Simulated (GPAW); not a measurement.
## CH3NOSi: property calculation

CH3NOSi, SMILES O[SiH]1C=N1, computed with r2SCAN/plane waves, scalar-relativistic datasets (GPAW 26.7.0).

The geometry comes from this level: GFN2-xTB.

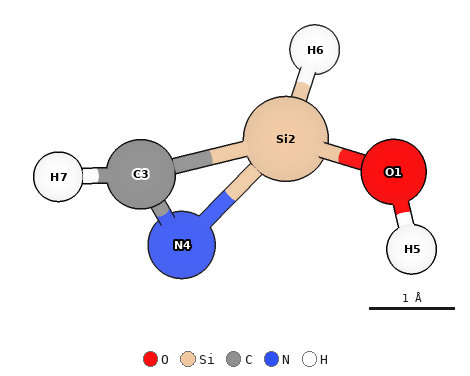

The structure (ball-and-stick view, seen at a tilt; atoms are numbered from 1 in the order of the input). Bond lengths as drawn: C–H 1.08 Å, C–N 1.29 Å, C–Si 1.83 Å, H–O 0.95 Å, H–Si 1.43 Å, N–Si 1.79 Å and O–Si 1.62 Å.

**The input (gs.py)**
```python
import numpy as np
from ase.io import read
from ase.units import Debye
from gpaw import GPAW, PW

# Atomic positions
molecule = read('gs.sdf')
molecule.center(vacuum=4.5)

# DFT calculator
calc = GPAW(mode=PW(500),
            xc='MGGA_X_R2SCAN+MGGA_C_R2SCAN',
            mixer={'name': 'pulay', 'beta': 0.1, 'nmaxold': 5, 'weight': 1.0},
            maxiter=100,
            symmetry='off',
            txt='-')
molecule.calc = calc

energy = molecule.get_potential_energy()
print(f'Energy: {energy:.5f} eV')
forces = molecule.get_forces()
print('Forces (eV/Ang)')
for symbol, f in zip(molecule.symbols, forces):
    print(f'{symbol:2} {f[0]:9.4f} {f[1]:9.4f} {f[2]:9.4f}')
dipole = molecule.get_dipole_moment() / Debye
print(f'Dipole                  {np.linalg.norm(dipole):.3f} D')
homo, lumo = calc.get_homo_lumo()
print(f'HOMO: {homo:.3f} eV')
print(f'LUMO                    {lumo:.3f} eV')
print(f'Gap = {lumo - homo:.3f} eV')
```

**File gs.sdf**
```

     RDKit          3D

  7  7  0  0  0  0  0  0  0  0999 V2000
   -0.7954    1.0507   -1.1422 O   0  0  0  0  0  0  0  0  0  0  0  0
   -0.0126    0.5859    0.2011 Si  0  0  2  0  0  4  0  0  0  0  0  0
    0.8379   -1.0256    0.3056 C   0  0  0  0  0  0  0  0  0  0  0  0
   -0.3205   -1.0445    0.8792 N   0  0  0  0  0  0  0  0  0  0  0  0
   -1.5499    0.5626   -1.4649 H   0  0  0  0  0  0  0  0  0  0  0  0
    0.3096    1.7148    1.0180 H   0  0  0  0  0  0  0  0  0  0  0  0
    1.5310   -1.8440    0.2031 H   0  0  0  0  0  0  0  0  0  0  0  0
  2  1  1  0
  3  2  1  0
  4  3  2  0
  4  2  1  0
  5  1  1  0
  2  6  1  1
  7  3  1  0
M  END
$$$$
```

Hardware: 1 thread of Arm Neoverse V2, 24 GiB of memory available, shared host.

Launched with:
```bash
OMP_NUM_THREADS=1 python gs.py
```

**Output**
```
__  _  _
 | _ |_)|_||  |
 |__||  | ||/\| - 26.7.0

units:  Angstrom and eV
cores:  1
OpenMP: False

Versions:
  Python: 3.12.14
  ASE:    3.29.0
  Numpy:  2.5.5
  Scipy:  1.18.1
  Libxc:  7.0.0

        _gpaw.cpython-312-aarch64-linux-gnu.so

Input parameters:
  mode=PW(ecut=500.0),
  maxiter=100,
  mixer=Pulay(name='pulay', nmaxold=5, beta=0.1, weight=1.0, sigma=0.015, g_ss=None),
  symmetry=Symmetry(point_group=False, time_reversal=False),
  xc=XC(name='MGGA_X_R2SCAN+MGGA_C_R2SCAN')

Diagonalizing LCAO Hamiltonian
Converting LCAO to pw mode
         .-----------------------------.
        /|                             |
       / |                             |
      /  |                             |
     /   |                             |
    /    |                             |
   /     |                             |
  /      |                             |
 *       |            H                |
 |       |                             |
 |       |         NSi                 |
 |       |         O C                 |
 |       |       H     H               |
 |       |                             |
 |       .-----------------------------.
 |      /                             /
 |     /                             /
 |    /                             /
 |   /                             /
 |  /                             /
 | /                             /
 |/                             /
 *-----------------------------*

Atoms  # Å, Bohr magnetons
|   | symbol |        x |        y |        z |    initial magnetic moments |
|---|--------|----------|----------|----------|-----------------------------|
| 0 |      O | 5.254500 | 7.394700 | 4.822700 | ( 0.0000,  0.0000,  0.0000) |
| 1 |     Si | 6.037300 | 6.929900 | 6.166000 | ( 0.0000,  0.0000,  0.0000) |
| 2 |      C | 6.887800 | 5.318400 | 6.270500 | ( 0.0000,  0.0000,  0.0000) |
| 3 |      N | 5.729400 | 5.299500 | 6.844100 | ( 0.0000,  0.0000,  0.0000) |
| 4 |      H | 4.500000 | 6.906600 | 4.500000 | ( 0.0000,  0.0000,  0.0000) |
| 5 |      H | 6.359500 | 8.058800 | 6.982900 | ( 0.0000,  0.0000,  0.0000) |
| 6 |      H | 7.580900 | 4.500000 | 6.168000 | ( 0.0000,  0.0000,  0.0000) |

Unit cell  # Å
| periodic |         x |         y |         z |   lengths |    angles |
|----------|-----------|-----------|-----------|-----------|-----------|
|       no | 12.080900 |  0.000000 |  0.000000 | 12.080900 | 90.000000 |
|       no |  0.000000 | 12.558800 |  0.000000 | 12.558800 | 90.000000 |
|       no |  0.000000 |  0.000000 | 11.482900 | 11.482900 | 90.000000 |

Number of symmetries: 1
Symmetry operations  # r_c * U_cc + t_c -> r_c
|   | kind |            matrix            |
|---|------|------------------------------|
| 0 |  E   |  1, 0, 0,  0, 1, 0,  0, 0, 1 |

BZ-sampling:
  Number of BZ points: 1
  Number of IBZ points: 1

  Monkhorst-Pack size: [1, 1, 1]
  Monkhorst-Pack shift: [0, 0, 0]

K-points  # in reciprocal-cell coordinates
|   |                                coordinates |     weight |
|---|--------------------------------------------|------------|
| 0 | (  0.00000000,   0.00000000,   0.00000000) | 1.00000000 |

Plane wave coefficients: 22087
Cutoff: 500.0 eV

Spin-components: 1 (collinear spins)
Bands:           18
Projectors:      29
Spin-degeneracy: 2
Datatype:        float64

  Storage: CPU
  Wave functions: 6_361_056 bytes (6_361_056 per core)
  Projectors: 13_782_288 bytes (13_782_288 per core)

Parallelization:
  kpt:    1
  domain: 1
  band:   1

Density:
  Valence electrons: 22.0
  Components: 1
  Grid points: [63 70 60]
  Charge: 0.0  # |e|

Potential:
  Grid points: [63 70 60]

species:
  O:
    name:    Oxygen
    Z:       8.0
    valence: 6
    core:    2
    charge:  0.0  # [|e|]
    file:    O.PBE.gz
    compensation charges:
      type: gauss
      rc: 0.21  # [Å]
      lmax: 2
    cutoffs:
      filter: 1.17  # [Å]
      core: 0.83  # [Å]
    projectors
    | kind |    occ | energy [eV] | rcut [Å] |
    |------|--------|-------------|----------|
    |   2s |  2.000 |     -23.961 |    0.688 |
    |   2p |  4.000 |      -9.029 |    0.598 |
    |    s |        |       3.251 |    0.688 |
    |    p |        |      18.182 |    0.598 |
    |    d |        |       0.000 |    0.619 |

    Using partial waves for O as LCAO basis

  Si:
    name:    Silicon
    Z:       14.0
    valence: 4
    core:    10
    charge:  0.0  # [|e|]
    file:    Si.PBE.gz
    compensation charges:
      type: gauss
      rc: 0.33  # [Å]
      lmax: 2
    cutoffs:
      filter: 1.86  # [Å]
      core: 2.06  # [Å]
    projectors
    | kind |    occ | energy [eV] | rcut [Å] |
    |------|--------|-------------|----------|
    |   3s |  2.000 |     -10.812 |    1.058 |
    |   3p |  2.000 |      -4.081 |    1.058 |
    |    s |        |      16.399 |    1.058 |
    |    p |        |      23.130 |    1.058 |
    |    d |        |       0.000 |    1.058 |

    Using partial waves for Si as LCAO basis

  C:
    name:    Carbon
    Z:       6.0
    valence: 4
    core:    2
    charge:  0.0  # [|e|]
    file:    C.PBE.gz
    compensation charges:
      type: gauss
      rc: 0.20  # [Å]
      lmax: 2
    cutoffs:
      filter: 1.14  # [Å]
      core: 1.14  # [Å]
    projectors
    | kind |    occ | energy [eV] | rcut [Å] |
    |------|--------|-------------|----------|
    |   2s |  2.000 |     -13.751 |    0.635 |
    |   2p |  2.000 |      -5.284 |    0.635 |
    |    s |        |      13.461 |    0.635 |
    |    p |        |      21.927 |    0.635 |
    |    d |        |       0.000 |    0.635 |

    Using partial waves for C as LCAO basis

  N:
    name:    Nitrogen
    Z:       7.0
    valence: 5
    core:    2
    charge:  0.0  # [|e|]
    file:    N.PBE.gz
    compensation charges:
      type: gauss
      rc: 0.18  # [Å]
      lmax: 2
    cutoffs:
      filter: 1.11  # [Å]
      core: 0.96  # [Å]
    projectors
    | kind |    occ | energy [eV] | rcut [Å] |
    |------|--------|-------------|----------|
    |   2s |  2.000 |     -18.583 |    0.603 |
    |   2p |  3.000 |      -7.089 |    0.529 |
    |    s |        |       8.629 |    0.603 |
    |    p |        |      20.123 |    0.529 |
    |    d |        |       0.000 |    0.577 |

    Using partial waves for N as LCAO basis

  H:
    name:    Hydrogen
    Z:       1.0
    valence: 1
    core:    0
    charge:  0.0  # [|e|]
    file:    H.PBE.gz
    compensation charges:
      type: gauss
      rc: 0.15  # [Å]
      lmax: 2
    cutoffs:
      filter: 0.85  # [Å]
      core: 0.53  # [Å]
    projectors
    | kind |    occ | energy [eV] | rcut [Å] |
    |------|--------|-------------|----------|
    |   1s |  1.000 |      -6.494 |    0.476 |
    |    s |        |      20.717 |    0.476 |
    |    p |        |       0.000 |    0.476 |

    Using partial waves for H as LCAO basis

Reference energy: -12474.016658  # eV

eigensolver:
  PPCG
  Converge bands: occupied
  niter=2

density mixing:
  Pulay-Mixer
  Linear mixing parameters: 0.1
  Old densities: 5
  No metric

occupation numbers:
  # Zero width

poisson solver:
  ecut: 4000.0  # eV

xc functional:
  name: MGGA_X_R2SCAN+MGGA_C_R2SCAN with 2 nearest neighbor stencil

Initialization done in: 2.165 s

convergence criteria:
- Maximum [total energy] change in last 3 cyles: 0.0005 eV / valence electron
- Maximum integral of absolute [dens]ity change: 0.0001 electrons / valence electron
- Maximum integral of absolute [eigenst]ate change: 4e-08 eV^2 / valence electron
maximum number of iterations: 100

SCF iterations
|iter     |     time |      energy | eigst |  dens |
|---------|----------|-------------|-------|-------|
|iter:   1| 00:00:04 |  -54.868095 | +0.36 |       |
|iter:   2| 00:00:07 |  -46.197255 | -1.13 | -0.64 |
|iter:   3| 00:00:11 |  -44.181373 | -0.75 | -0.73 |
|iter:   4| 00:00:14 |  -44.133987 | -2.17 | -1.08 |
|iter:   5| 00:00:17 |  -44.158855 | -1.66 | -1.15 |
|iter:   6| 00:00:20 |  -44.131168 | -2.59 | -1.72 |
|iter:   7| 00:00:23 |  -44.133745 | -2.93 | -1.93 |
|iter:   8| 00:00:27 |  -44.133902c| -4.05 | -2.24 |
|iter:   9| 00:00:30 |  -44.134967c| -3.78 | -2.40 |
|iter:  10| 00:00:33 |  -44.135042c| -5.04 | -2.79 |
|iter:  11| 00:00:36 |  -44.135108c| -5.22 | -2.93 |
|iter:  12| 00:00:39 |  -44.135115c| -5.77 | -3.10 |
|iter:  13| 00:00:43 |  -44.135116c| -6.00 | -3.21 |
|iter:  14| 00:00:46 |  -44.135119c| -6.42 | -3.55 |
|iter:  15| 00:00:49 |  -44.135119c| -6.60 | -3.85 |
|iter:  16| 00:00:52 |  -44.135119c| -7.74c| -4.29c|

Converged in 16 steps
SCF loop duration: 49.753 s (3.110 s/step)
Energy contributions relative to reference atoms: (reference = -12474.016658)

Energy contributions:
  Kinetic:          30.713084
  Coulomb:         -30.840273
  Zero:             -0.104725
  External:          0.000000
  Xc:              -43.903205
  Entropy:           0.000000
  Spinorbit:         0.000000
  ----------------------------
  Free energy:     -44.135119
  Extrapolated:    -44.135119

dipole moment: (0.005594, 0.108935, -0.200112)  # |e|*Ang

Fermi level: -3.255
Eigenvalues  # (at kpt = [0.000, 0.000, 0.000])
| band index |      eig [eV] | occ [0-2] |
|------------|---------------|-----------|
|          0 |       -26.862 |     2.000 |
|        ... |               |           |
|          3 |       -14.431 |     2.000 |
|          4 |       -11.834 |     2.000 |
|          5 |       -10.530 |     2.000 |
|          6 |       -10.058 |     2.000 |
|          7 |        -8.926 |     2.000 |
|          8 |        -8.535 |     2.000 |
|          9 |        -8.392 |     2.000 |
|         10 |        -5.045 |     2.000 |
|         11 |        -1.466 |     0.000 |
|         12 |        -0.219 |     0.000 |
|         13 |        -0.089 |     0.000 |
|         14 |         0.326 |     0.000 |
|         15 |         0.904 |     0.000 |
|         16 |         1.090 |     0.000 |
|         17 |         1.210 |     0.000 |

Gap: 3.579 eV
Transition (v -> c):
  (s=0, k=0, n=10, [0.00, 0.00, 0.00]) -> (s=0, k=0, n=11, [0.00, 0.00, 0.00])
No difference between direct/indirect transitions
vacuum-level: 0.284  # V
Energy: -44.13512 eV

Forces  # eV/Ang
|        x |        y |        z |
|----------|----------|----------|
| -0.20041 |  0.60108 | -0.29533 |  # O    0
|  0.84133 | -2.11036 | -0.24309 |  # Si   1
| -0.73154 |  1.67030 |  0.02959 |  # C    2
| -0.14701 | -0.00497 |  0.23242 |  # N    3
| -0.24459 | -0.30586 | -0.13860 |  # H    4
|  0.09559 |  0.54271 |  0.43143 |  # H    5
|  0.31697 | -0.46470 | -0.06738 |  # H    6

Force computation time: 0.650  # s
Forces (eV/Ang)
O    -0.2004    0.6011   -0.2953
Si    0.8413   -2.1104   -0.2431
C    -0.7315    1.6703    0.0296
N    -0.1470   -0.0050    0.2324
H    -0.2446   -0.3059   -0.1386
H     0.0956    0.5427    0.4314
H     0.3170   -0.4647   -0.0674
Dipole                  1.095 D
HOMO: -5.045 eV
LUMO                    -1.466 eV
Gap = 3.579 eV
```

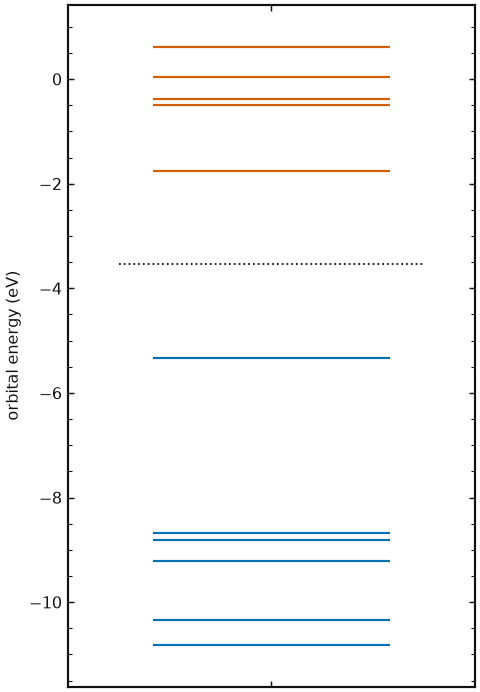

Orbital energies near the frontier; the dotted line parts filled from empty levels, and levels within 0.02 eV of each other stand side by side. Highest filled −5.33 eV, lowest empty −1.75 eV, 3.58 eV apart.

**Summary**

| quantity | value |
| --- | --- |
| outcome | converged |
| energy relative to the program's reference atoms | −44.1351 eV |
| largest force | 2.285 eV/Å |
| HOMO | −5.33 eV |
| LUMO | −1.75 eV |
| dipole moment | 1.09 D |
| wall time | 53 s |
| peak memory | 0.67 GiB |
